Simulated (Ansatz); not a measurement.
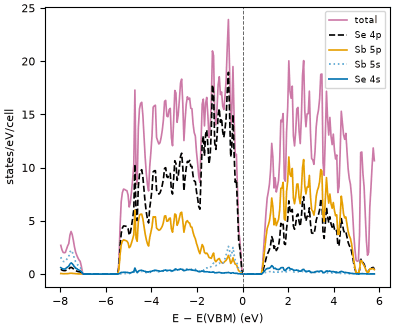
Figure. Total and projected density of states of Sb$_{2}$Se$_{3}$ in space group Pnma (No. 62; Pearson symbol oP20), the program Ansatz at the PBE+D3(BJ) level (PAW)

### Question
Which orbitals carry the states next to the gap?

### Answer
Top 1 eV of the valence band: Se 4p 80 %, Sb 5s 10 %, Sb 5p 7 %. Bottom 1 eV of the conduction band: Sb 5p 58 %, Se 4p 29 %, Se 4s 6 %. Projections are on Löwdin-orthogonalised atomic valence shells; empty p or d shells of many metals are not among them.

### Question
Where is the tallest occupied peak in this window, and what makes it?

### Answer
Near -0.6 eV, about 24 states/eV per cell; the largest projected share is Se 4p.

The cell was relaxed with PBE+D3(BJ) under the symmetry of its start. Spin–orbit coupling is left out wherever it is not named.

Potentials: the later of the program's two PAW sets.
